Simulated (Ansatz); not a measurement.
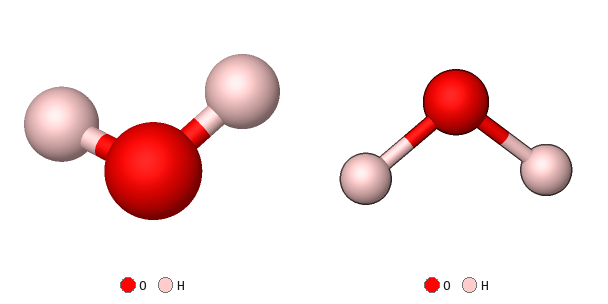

Two views of one molecule.

The computed structure is the end point of a PBE0-D4/def2-TZVP optimisation. No frequency run is at hand to confirm it as a minimum.

What is the molecular formula?

H₂O, 3 atoms: 2 hydrogen and 1 oxygen.

Which point group does it belong to?

C2v.

Count the bonded pairs by element.

2 O–H. Sticks follow a distance rule.

More results for the same structure follow; atom numbers are the same in all pictures, views and colours differ.

**Electronic properties**

No frequency run is at hand to confirm it as a minimum. Properties computed with RKS PBE0-D4/def2-TZVPPD (Ansatz 0.2.0).

Estimate the HOMO–LUMO gap.

9.16 eV.

Estimate the HOMO energy (Kohn–Sham orbital).

−9.08 eV.

**Dipole moment**

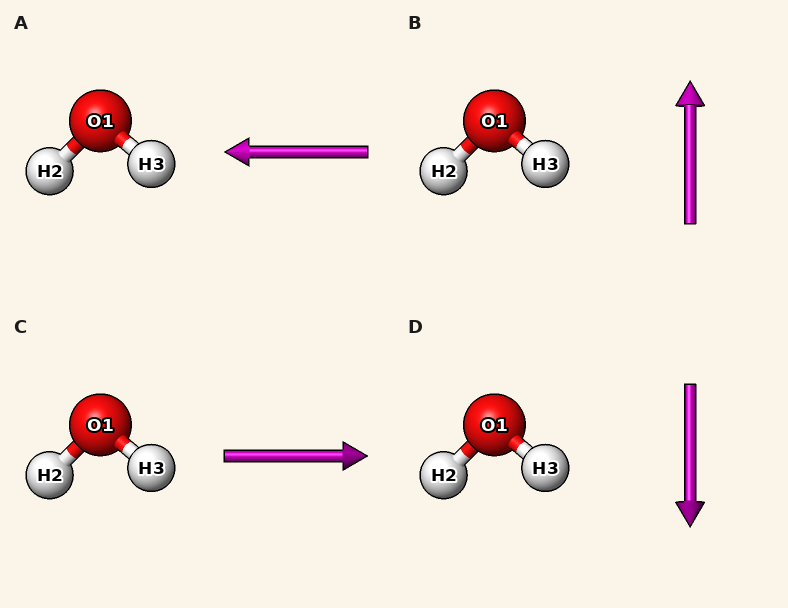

The same molecule four times, each with an arrow. No frequency run is at hand to confirm it as a minimum. Properties computed with RKS PBE0-D4/def2-TZVP (Ansatz 0.2.0).

Which arrow points along the dipole moment, from the negative to the positive end?

D. The dipole moment is 2.07 D; it points from the side of O1 to the side of H2, H3 (the outermost atoms at the two ends).

**Charges**

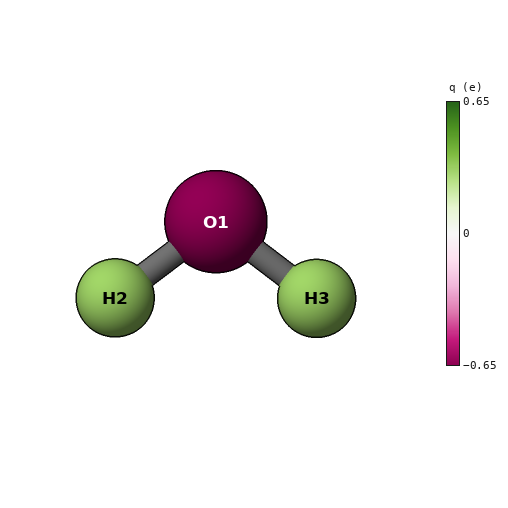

Atoms are coloured by their Mulliken charges. No frequency run is at hand to confirm it as a minimum. Level of theory: RKS PBE0-D4/def2-TZVP (Ansatz 0.2.0).

Give the Mulliken charges atom by atom.

```csv
atom,value (e)
O1,−0.65
H2,0.32
H3,0.32
```

Mulliken values depend strongly on the basis set and can even reverse the polarity of a bond.
